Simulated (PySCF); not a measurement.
**One shape, several levels: C2H5AlBN (SMILES B[C]1=C[NH][AlH]1)**

We compute a comparison of 6 runs (HF/STO-3G, HF/6-31G, HF/def2-SVP, BLYP/pcseg-1, PBE0/def2-SVP, PBE/def2-SVPD) of C2H5AlBN. Input form: a Python script.

The calculation is run with PySCF 2.14.0.

## 1. Starting point

The species is C2H5AlBN (10 atoms), meant as a singlet with charge 0. As SMILES, `B[C]1=C[NH][AlH]1`. The coordinates come from a PBE0-D4/def2-TZVP relaxation.

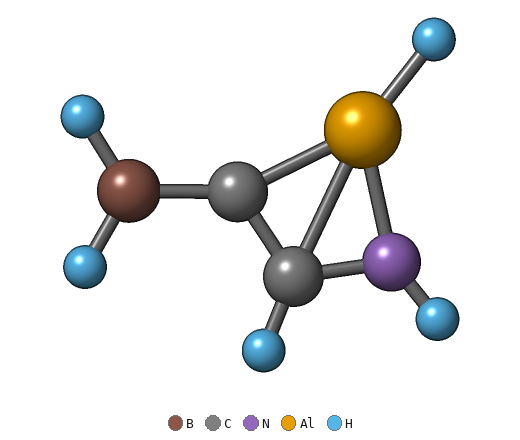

The structure, seen from a chosen angle (boron brown, carbon grey, nitrogen purple, aluminium amber, hydrogen blue).

## 2. Energy and forces at HF/STO-3G (run 1)

File start.xyz:

```xyz
10
C2H5AlBN
B     -1.253000     0.576700    -1.418700
C     -0.143800     0.242800    -0.478800
C     -0.315000    -0.471300     0.702300
N      0.820900    -0.673500     1.422800
Al     1.688500     0.264900     0.080500
H     -2.375700     0.217000    -1.161700
H     -1.076200     1.195400    -2.432600
H     -1.273000    -0.859200     1.061700
H      0.792000    -1.179400     2.289700
H      3.218400     0.635500    -0.062200
```

File input.py:

```python
import pyscf.grad
from pyscf import gto, scf

mol = gto.Mole()
mol.atom = 'start.xyz'
mol.charge = 0
mol.verbose = 4
mol.max_memory = 1860
mol.basis = 'sto-3g'
mol.spin = 0
mol.build()

hf = scf.RHF(mol)
hf.conv_tol = 1e-10
hf.kernel()
if not hf.converged:
    hf = hf.newton().run(hf.mo_coeff, hf.mo_occ)

energy = hf.e_tot
print('E = %.10f Eh' % energy)
grad = hf.Gradients().kernel()
hf.analyze()
```

Started as:

```console
$ OMP_NUM_THREADS=1 python input.py
```

The program printed:

```text
PySCF version 2.14.0

[... 68 lines left out ...]
converged SCF energy = -394.799418432687
[... 17 lines left out ...]
Two-electron Coulomb Energy =          370.791554392264118
[... 6 lines left out ...]
MO #4   energy= -10.8451457917385  occ= 2
[... 4 lines left out ...]
MO #9   energy= -2.98516674081261  occ= 2
[... 4 lines left out ...]
MO #14  energy= -0.541284757108677 occ= 2
[... 4 lines left out ...]
MO #19  energy= -0.374112559891569 occ= 2
[... 4 lines left out ...]
MO #24  energy= 0.375494845524793  occ= 0
[... 4 lines left out ...]
MO #29  energy= 0.767634748327469  occ= 0
[... 4 lines left out ...]
MO #34  energy= 1.11813003222871   occ= 0
[... 47 lines left out ...]
Dipole moment(X, Y, Z, Debye):  3.18618, -0.71595,  2.27914
```

Run time: 5.1 s. Hardware: 1 thread of Intel Xeon at 2.50GHz (Skylake/Cascade Lake), shared host; peak memory 0.12 GiB.

## 3. Energy and gradient at HF/6-31G (run 2)

File calc.py:

```python
import pyscf.grad
from pyscf import gto

mol = gto.M(
    atom='''
B     -2.367827     1.089805    -2.680954
C     -0.271743     0.458826    -0.904801
C     -0.595264    -0.890628     1.327155
N      1.551276    -1.272731     2.688702
Al     3.190803     0.500588     0.152123
H     -4.489422     0.410071    -2.195295
H     -2.033723     2.258979    -4.596948
H     -2.405621    -1.623653     2.006322
H      1.496663    -2.228743     4.326906
H      6.081895     1.200921    -0.117541
''',
    max_memory=1860,
    verbose=3,
    unit='bohr',
    basis='6-31g',
    spin=0,
)

calc0 = mol.RHF()
calc0.conv_tol = 1e-10
calc0.kernel()
if not calc0.converged:
    calc0 = calc0.newton().run(calc0.mo_coeff, calc0.mo_occ)

etot = calc0.e_tot
print(f'total energy: {etot:.8f} hartree')
grad = calc0.Gradients().kernel()
calc0.analyze()
```

Started as:

```console
$ OMP_NUM_THREADS=1 python calc.py
```

The program printed:

```text
converged SCF energy = -399.562960635376
[... 12 lines left out ...]
MO #3   energy= -11.3165942248801  occ= 2
[... 6 lines left out ...]
MO #10  energy= -1.23043312723501  occ= 2
[... 6 lines left out ...]
MO #17  energy= -0.509420928123531 occ= 2
[... 6 lines left out ...]
MO #24  energy= 0.122655791606211  occ= 0
[... 6 lines left out ...]
MO #31  energy= 0.344507959003697  occ= 0
[... 6 lines left out ...]
MO #38  energy= 0.620347044125049  occ= 0
[... 6 lines left out ...]
MO #45  energy= 0.960279224523145  occ= 0
[... 6 lines left out ...]
MO #52  energy= 1.24953391821751   occ= 0
[... 6 lines left out ...]
MO #59  energy= 1.83914831442913   occ= 0
[... 11 lines left out ...]
Dipole moment(X, Y, Z, Debye):  1.93164, -1.14358,  2.61077
```

Run time: 16 s. Hardware: 1 thread of Intel Xeon at 2.50GHz (Skylake/Cascade Lake), shared host; peak memory 0.13 GiB.

Runs 3 to 5 aren't shown in full; the table further down has their settings and results.

## 4. Energy and gradient at PBE/def2-SVPD (run 6)

File job.py:

```python
import pyscf.grad
from pyscf import gto, dft

system = gto.M(
    atom='''
B     -2.367827     1.089805    -2.680954
C     -0.271743     0.458826    -0.904801
C     -0.595264    -0.890628     1.327155
N      1.551276    -1.272731     2.688702
Al     3.190803     0.500588     0.152123
H     -4.489422     0.410071    -2.195295
H     -2.033723     2.258979    -4.596948
H     -2.405621    -1.623653     2.006322
H      1.496663    -2.228743     4.326906
H      6.081895     1.200921    -0.117541
''',
    basis='def2-svpd',
    verbose=4,
    unit='bohr',
    max_memory=1860,
)

mf = dft.RKS(system)
mf.xc = 'pbe'
mf.grids.level = 5
mf.conv_tol = 1e-10
mf.kernel()
if not mf.converged:
    mf = mf.newton().run(mf.mo_coeff, mf.mo_occ)

e_final = mf.e_tot
print(f'total energy: {e_final:.8f} hartree')
grad = mf.Gradients().kernel()
mf.analyze()
```

Started as:

```console
$ OMP_NUM_THREADS=1 python job.py
```

The program printed:

```text
PySCF version 2.14.0

[... 105 lines left out ...]
DFT Exchange-Correlation Energy =      -41.939296835587498
[... 19 lines left out ...]
MO #18  energy= -0.292312333399101 occ= 2
[... 17 lines left out ...]
MO #36  energy= 0.12216849313612   occ= 0
[... 17 lines left out ...]
MO #54  energy= 0.300470864601488  occ= 0
[... 17 lines left out ...]
MO #72  energy= 0.458158147716898  occ= 0
[... 17 lines left out ...]
MO #90  energy= 0.764812534517435  occ= 0
[... 17 lines left out ...]
MO #108 energy= 1.30230819222479   occ= 0
[... 17 lines left out ...]
MO #126 energy= 1.94569943637072   occ= 0
[... 17 lines left out ...]
MO #144 energy= 3.43053641758342   occ= 0
[... 157 lines left out ...]
Dipole moment(X, Y, Z, Debye):  2.41342, -1.31914,  3.07167
```

Run time: 2.4 min. Hardware: 1 thread of Intel Xeon at 2.50GHz (Skylake/Cascade Lake), shared host; peak memory 1.7 GiB.

## 5. Overview of the runs

| run | level | integration grid | energy (Eh) | dipole moment (D) | HOMO energy (eV) | LUMO energy (eV) | wall time |
| --- | --- | --- | --- | --- | --- | --- | --- |
| 1 | HF/STO-3G | – | -394.799418 | 3.98 | -5.24 | 6.92 | 5.1 s |
| 2 | HF/6-31G | – | -399.562961 | 3.44 | -8.28 | 1.45 | 16 s |
| 3 | HF/def2-SVP | – | -399.472811 | 3.77 | -8.38 | 1.63 | 25 s |
| 4 | BLYP/pcseg-1 | 5 | -401.117786 | 4.19 | -5.17 | -2.37 | 99 s |
| 5 | PBE0/def2-SVP | 5 | -400.713506 | 4.16 | -6.25 | -1.55 | 91 s |
| 6 | PBE/def2-SVPD | 5 | -400.683775 | 4.12 | -5.48 | -2.55 | 2.4 min |

## 6. Results

| quantity | value |
| --- | --- |
| run 6: total energy | -400.68378 Eh |
| run 6: dipole moment | 4.12 D |
| run 6: HOMO energy | -5.48 eV |
| run 6: LUMO energy | -2.55 eV |
| run 6: HOMO–LUMO gap | 2.93 eV |
| run 6: largest force on an atom | 0.713 eV/Å |

**Reading.** The dipole moment (its size) runs from 3.44 D (HF/6-31G) to 4.19 D (BLYP/pcseg-1). The two ends differ in method and basis. The HOMO–LUMO gap runs from 2.81 eV (BLYP/pcseg-1) to 12.17 eV (HF/STO-3G). Totals of different functionals can't be ranked against each other. In run 1 the basis is minimal, so the values are rough. All runs together took 6.4 min, the longest 2.4 min.
